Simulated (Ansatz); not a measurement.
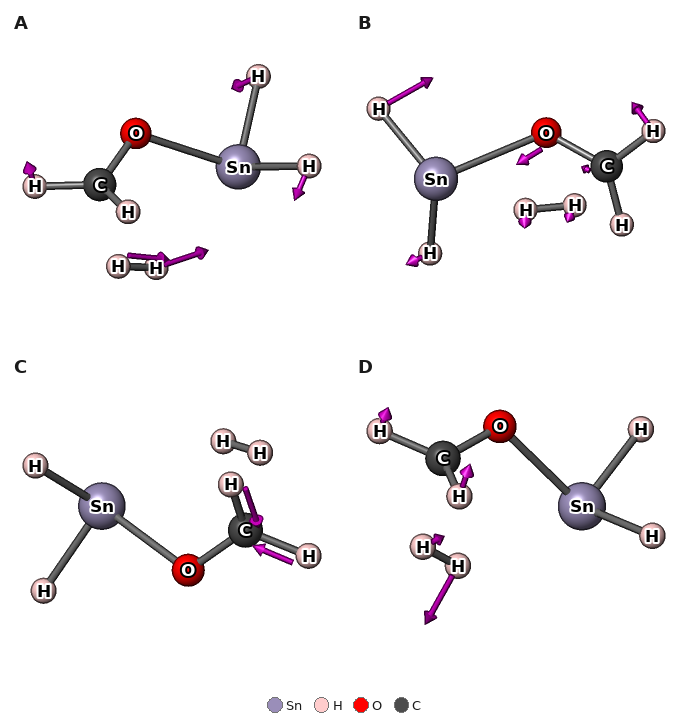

4 normal modes of one molecule or complex, as arrows. Harmonic vibrations computed with RKS PBE0-D4/def2-TZVP, core potentials on Sn (Ansatz 0.2.0) at a stationary point of the same level. It is a saddle point of order 1.

**Match the panels to the wavenumbers 382 cm⁻¹, 695 cm⁻¹, 1055 cm⁻¹, 3030 cm⁻¹.**

A: 695 cm⁻¹
B: 382 cm⁻¹
C: 3030 cm⁻¹
D: 1055 cm⁻¹
